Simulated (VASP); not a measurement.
Band structure of Sc2Cu (space group Fd-3m). These are PBE GGA, VASP's PBE PAW potentials (set 64) (plane waves; VASP) values and carry that method's errors.

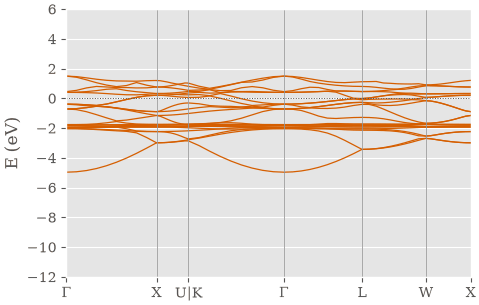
Bands along high-symmetry lines, zero at the valence-band maximum or, without a gap, the Fermi level

Question: Read the plot: is there a gap, and where are the band edges?

Answer: It has no gap at this level: it comes out as a metal or semimetal.

The structure was generated: Sc2Cu was put into an ordered model structure, which need not be its known phase. The cell was not relaxed at this level. The k-mesh is coarse (spacing up to 0.31 per Å, 2π included), so the numbers may not be converged in it.
